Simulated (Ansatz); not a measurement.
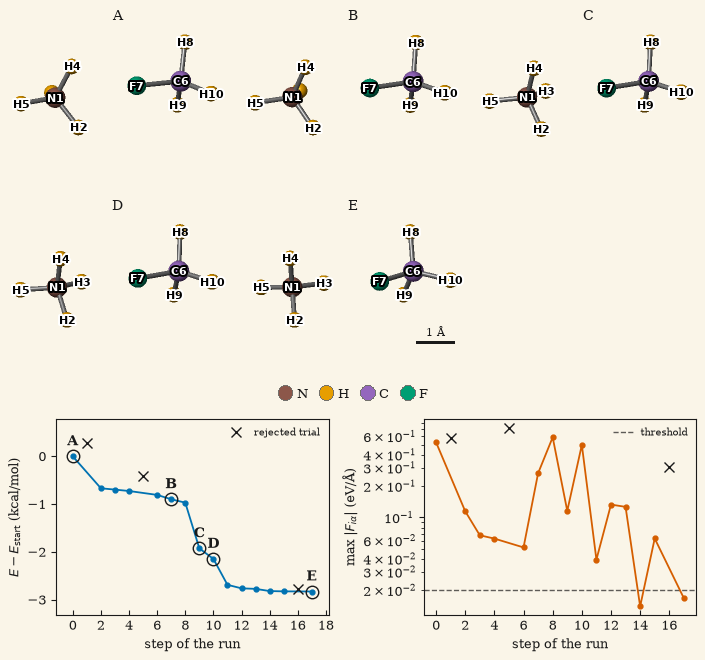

Frames of a relaxation of CH₇FN (charge +1), marked on the history of the run. Style: ball-and-stick. Shown at a tilt.

The run prepares the start of a later molecular dynamics calculation, from a guessed geometry.

Computed with UKS BHLYP/def2-SVP (Ansatz). Set-up: collinear spin; force threshold 0.02 eV/Å; at most 40 steps.

Describe the path.

The atom that moves furthest after the best rigid fit is H3 (1.10 Å). By element the largest moves are H 1.10 Å, F 0.36 Å, C 0.10 Å, N 0.07 Å. Some distances before and after: C6–F7 1.389 → 1.404 Å, N1–H3 1.029 → 1.039 Å, N1–H2 1.028 → 1.021 Å. Over 14 accepted moves (17 points after the start) the energy falls by 2.83 kcal/mol. The largest force component goes from 0.53 to 0.017 eV/Å. The line search rejected the trial steps at points 1, 5, 16 of the run. The forces were under the threshold at step 14, but the run went on from there. From step 0 to 7: H3 moves most (0.35 Å), energy −0.90 kcal/mol. From step 7 to 9: H3 moves most (0.34 Å), energy −1.03 kcal/mol. From step 9 to 10: H3 moves most (0.19 Å), energy −0.22 kcal/mol. From step 10 to 17: H5 moves most (0.31 Å), energy −0.68 kcal/mol.

```csv
step,"E − E(0), kcal/mol","largest force component, eV/Å",note
0,0.00,0.5261,
1,0.29,0.5838,rejected
2,-0.67,0.1145,
3,-0.70,0.0674,
4,-0.73,0.0626,
5,-0.41,0.7277,rejected
6,-0.81,0.0515,
7,-0.90,0.2660,
8,-0.97,0.5883,
9,-1.93,0.1157,
10,-2.15,0.4973,
11,-2.69,0.0394,
12,-2.76,0.1329,
13,-2.77,0.1264,
14,-2.82,0.0140,
15,-2.82,0.0628,
16,-2.78,0.3061,rejected
17,-2.83,0.0168,
```

Limits of the set-up: the start holds two separate molecules, 2.3 Å apart at their closest, whose relative position is a soft coordinate and is computed without a dispersion correction.
